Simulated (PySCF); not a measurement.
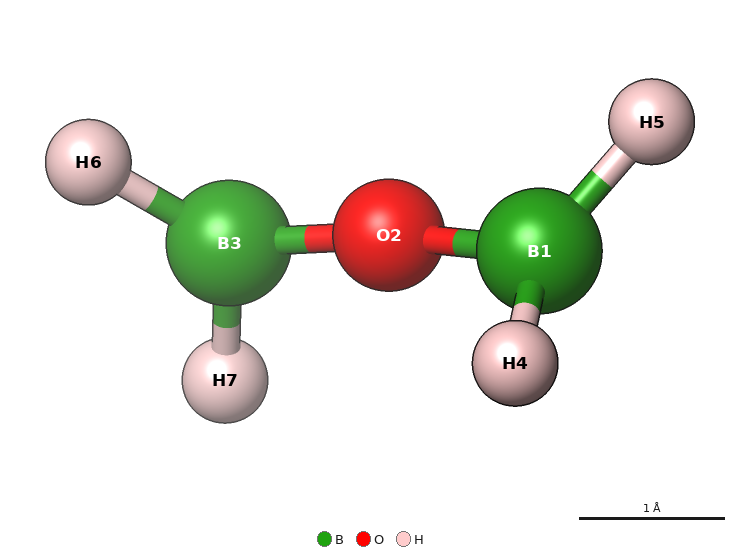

Orthographic view. Distant atoms are faded towards the background colour. Geometry: a frame of a GFN2-xTB molecular-dynamics simulation, not a minimum.

Write a MOL file (V2000) with the atoms in numerical order, bonds sorted by atom number with the orders drawn, and coordinates in the frame of the picture: x right, y up, z towards the viewer, origin at the mean position.

```
B2H4O
                    3D

  7  6  0  0  0  0  0  0  0  0999 V2000
    1.1200   -0.0000    0.6700 B   0  0  0  0  0  0  0  0  0  0  0  0
    0.0800    0.1100   -0.1400 O   0  0  0  0  0  0  0  0  0  0  0  0
   -1.0200    0.0500   -0.8000 B   0  0  0  0  0  0  0  0  0  0  0  0
    0.9600   -0.7800    1.5600 H   0  0  0  0  0  0  0  0  0  0  0  0
    1.9000    0.8900    0.7000 H   0  0  0  0  0  0  0  0  0  0  0  0
   -1.9900    0.6100   -0.5100 H   0  0  0  0  0  0  0  0  0  0  0  0
   -1.0500   -0.8900   -1.4800 H   0  0  0  0  0  0  0  0  0  0  0  0
  1  2  1  0
  1  4  1  0
  1  5  1  0
  2  3  1  0
  3  6  1  0
  3  7  1  0
M  END
```
